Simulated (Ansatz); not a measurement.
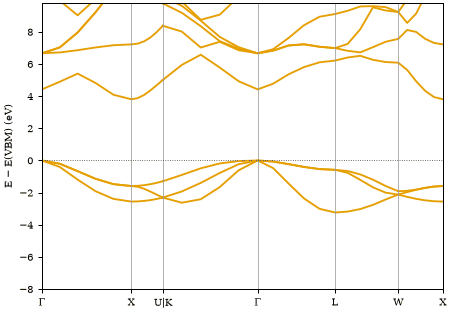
Band structure from plane-wave PAW HSE06 (Ansatz code)

Task: Read off the gap and where the band edges lie.

Result: About 3.8 eV (3.81 eV among the points solved); maximum at Γ, minimum at X.

The material is Li$_{2}$Se (anti-fluorite, Fm-3m).

The cell was relaxed with HSE06 under the symmetry of its start. The hybrid was solved on a coarse mesh, the path and, where they were found, the r²SCAN edge points; its band edges are the extreme levels among these. Scalar-relativistic: spin–orbit coupling is off unless named, which matters more the heavier the elements.

Potentials: the later of the program's two PAW sets.
